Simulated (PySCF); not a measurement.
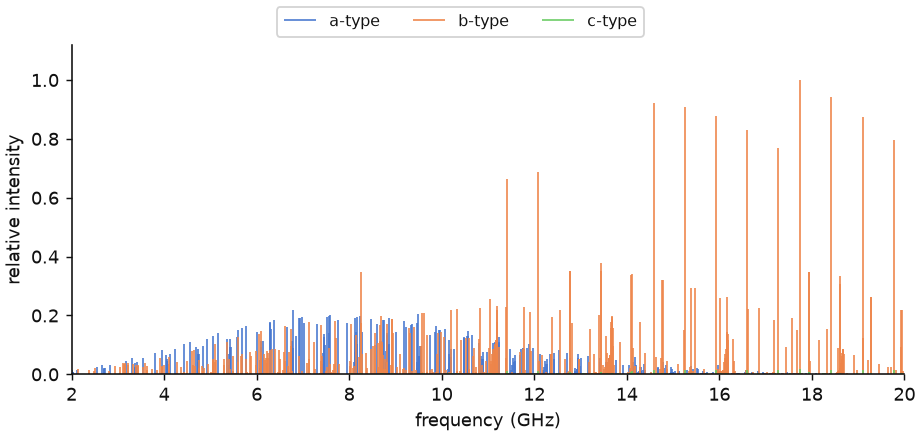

C₄H₃Br₂N₃ (2-amino-3,5-dibromopyrazine), SMILES Nc1ncc(Br)nc1Br. Simulated rotational absorption lines between 2 and 20 GHz at 1.5 K: rigid rotor with the equilibrium constants and dipole of one optimised conformer (PBE0-D3(BJ)/def2-SVP, PySCF 2.14.0), commonest isotopes; no centrifugal distortion, hyperfine structure, internal rotation or nuclear-spin weights; lines within 1 MHz of each other are summed. Lines of different type are drawn apart.

What are the rotational constants, and what kind of rotor is it?

Rotational constants A, B, C = 1.583, 0.3725, 0.3015 GHz; Ray's κ = −0.89, an asymmetric top on the prolate side.

Which dipole components drive the lines?

|μa|, |μb|, |μc| = 2.36, 2.48, 0.32 D; b-type lines carry 67 % of the intensity in this range.

Known limits of this run: coarse grid, loose stop and no frequency check, small forces are noise and the end may be a saddle.
